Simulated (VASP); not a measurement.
Given:

```yaml
crystal:
  lattice:
    - [0.00000, 3.49087, 3.49087]
    - [3.49087, 0.00000, 3.49087]
    - [3.49087, 3.49087, 0.00000]
  atoms:
    - { symbol: Rb, position: [0.00000, 0.00000, 0.00000] }
    - { symbol: Br, position: [0.50000, 0.50000, 0.50000] }
```

Computed with AM05 GGA, VASP's PBE PAW potentials (set 64) (plane waves; VASP). Settings: 520 eV cut-off, 7×7×7 Γ-centred mesh, tetrahedra with Blöchl corrections, potentials Rb_sv Br.

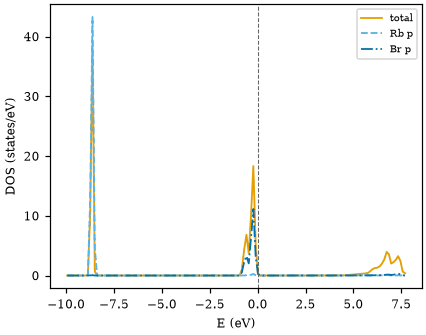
Fig. 1. Total and projected density of states, zero at the valence-band maximum

Within 2 eV below the valence-band maximum the largest weight inside VASP's projection spheres is Br p.

The gap is direct, 4.30 eV, from the valence maximum at Γ to the conduction minimum at Γ.

The compound is RbBr in the rock salt structure. It was relaxed first.
